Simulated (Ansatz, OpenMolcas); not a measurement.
## A ladder of methods for CH7GaSi (SMILES [CH3][GaH][SiH3])

CH7GaSi: 10 atoms, total charge 0, spin state singlet. As SMILES, `[CH3][GaH][SiH3]`. The shape is that of a PBE0-D4/def2-TZVP optimisation.

Each level gives the vertical energy of the triplet above the singlet (eV). The values are calculated.

```tsv
level	kind	program	value (eV)	less CCSD(T)/6-31G*	CPU time (all runs)
HF/6-31G* (spherical functions)	Hartree–Fock	Ansatz	3.78	-0.02	8.9 s
SVWN5/6-31G* (spherical functions)	LDA	Ansatz	3.59	-0.21	14 s
PBE/6-31G* (spherical functions)	GGA	Ansatz	3.52	-0.28	23 s
TPSS/6-31G* (spherical functions)	meta-GGA	OpenMolcas	3.57	-0.23	2.1 min
PBE0/6-31G* (spherical functions)	global hybrid	Ansatz	3.71	-0.09	31 s
wB97X/6-31G* (spherical functions)	range-separated hybrid	Ansatz	4.05	+0.25	2.1 min
RPA@PBE0/6-31G* (spherical functions)	RPA	Ansatz	3.74	-0.06	49 s
CCSD(T)/6-31G* (spherical functions)	coupled cluster or CI	Ansatz	3.80	0.00	63 s
```

Differences are taken from CCSD(T)/6-31G* (spherical functions) for orientation; it has basis-set and higher-order errors of its own. All-electron rows without a relativistic Hamiltonian named are non-relativistic. The values span 3.52 to 4.05 eV. In the correlated wave-function rows the outer d shell of Ga is correlated, in sets not made for it. CPU times are rough (shared hosts, several kinds of processor): they show what a rung costs within a factor of a few.

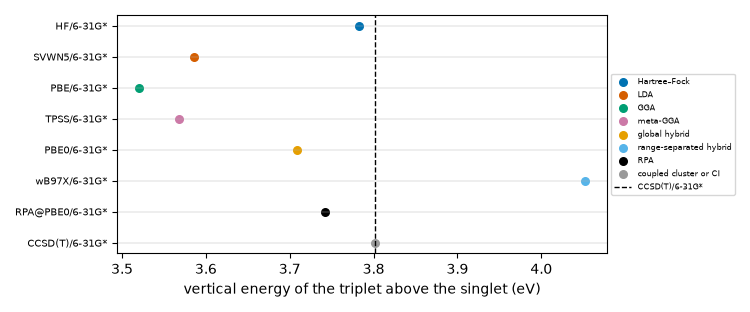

The values of the table, level by level.
